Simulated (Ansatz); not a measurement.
# GeHBr (triplet): wave-function methods side by side, cc-pVTZ

How much of the correlation energy of GeHBr (triplet) does each wave-function method recover here?

Computed with Ansatz 0.2.0, Gaussian basis. Level: cc-pVTZ, core rule «outside noble gas», up to 28 orbitals frozen.

Plan: UHF; CCSD(T) on ROHF; CCSD(T) on UHF; BCCD(T) on ROHF; CCSDT(Q) on ROHF; CCSDT(Q) on UHF; CASSCF and MRCISD+Q, 12 electrons in 9 orbitals; CASSCF and NEVPT2, 12 electrons in 9 orbitals.

4 further runs of the same task are left out: 4 set aside as unsound or not needed.

## Step 1: The geometry

The geometry is a PBE0/def2-TZVP stationary point (not a proven minimum) of the parent state, kept for this charge and spin. No spin-orbit coupling is included. The filled d shell of Ge, Br may be among the frozen orbitals whatever the setting's name suggests; the logs give the count.

3 atoms, charge 0, spin multiplicity 3.

Atoms are counted from 1 here; the program's logs count them from 0.

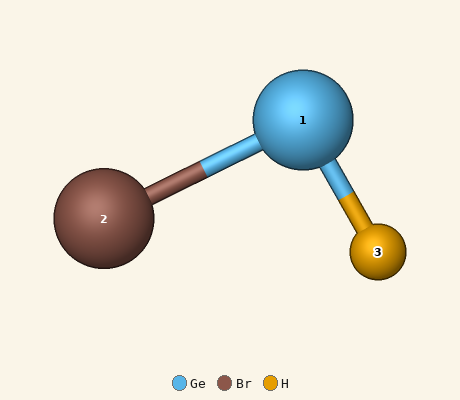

The structure; germanium blue, bromine brown, hydrogen amber; atoms are numbered from 1 in the order of the file.

## Step 2: UHF

Contents of in.yaml:

```yaml
crystal:
  periodic: [false, false, false]
  atoms:
    - {symbol: Ge, position_ang: [0.000000, -0.038171, 1.216039]}
    - {symbol: Br, position_ang: [0.000000, 0.015084, -1.122445]}
    - {symbol: H, position_ang: [0.000000, 1.555115, 1.344104]}
basis:
  gaussian: {orbitals: cc-pVTZ}
magnetization: {spin_polarized: true, initial_magnetization: 2}
hamiltonian: {xc: hf}
output: {orbitals: {seedname: orbitals}}
```

Command:

```sh
ansatz run in.yaml --threads 1 --pin off --events-out ev --progress --plain --max-ram 4096MiB --backend cpu
```

The runs that follow: CCSD(T) on ROHF; CCSD(T) on UHF; BCCD(T) on ROHF; CCSDT(Q) on ROHF; CCSDT(Q) on UHF; CASSCF and MRCISD+Q, 12 electrons in 9 orbitals; CASSCF and NEVPT2, 12 electrons in 9 orbitals.

Q: Predict the results of all the runs planned. Wanted: UCCSDT(Q) from the RHF energy; RMP2 from UCCSDT(Q); UMP2 from UCCSDT(Q); RCCSD from UCCSDT(Q); RCCSD(T) from UCCSDT(Q); UCCSD(T) from UCCSDT(Q); RCCSDT(Q) from UCCSDT(Q); NEVPT2 valence from UCCSDT(Q); MRCISD+Q valence from UCCSDT(Q).

The runs gave:

| quantity | value |
| --- | --- |
| UCCSDT(Q) from the ROHF energy | -7.6545 eV |
| RMP2 from UCCSDT(Q) | +112.7 kJ/mol |
| UMP2 from UCCSDT(Q) | +110.3 kJ/mol |
| RCCSD from UCCSDT(Q) | +35.5 kJ/mol |
| RCCSD(T) from UCCSDT(Q) | +5.8 kJ/mol |
| UCCSD(T) from UCCSDT(Q) | +4.7 kJ/mol |
| RCCSDT(Q) from UCCSDT(Q) | +1.3 kJ/mol |
| NEVPT2 valence from UCCSDT(Q) | +150.2 kJ/mol |
| MRCISD+Q valence from UCCSDT(Q) | +15.2 kJ/mol |
| levels within 1 kcal/mol (43 meV) | RCCSDT, UCCSDT, RCCSDT(Q) |
| T1 diagnostic | 0.032 |
| effectively unpaired electrons | 2.01 |

What this shows: RCCSD(T) lands +5.8 kJ/mol from the yardstick (0.8 % of the correlation energy). One determinant dominates. Of the multireference levels listed MRCISD+Q valence comes nearest in total energy (+15.2 kJ/mol), which doesn't show that its space is the better one. These misses are within one basis, not against nature; the frozen cores of restricted and unrestricted runs differ, which can shift their rows.
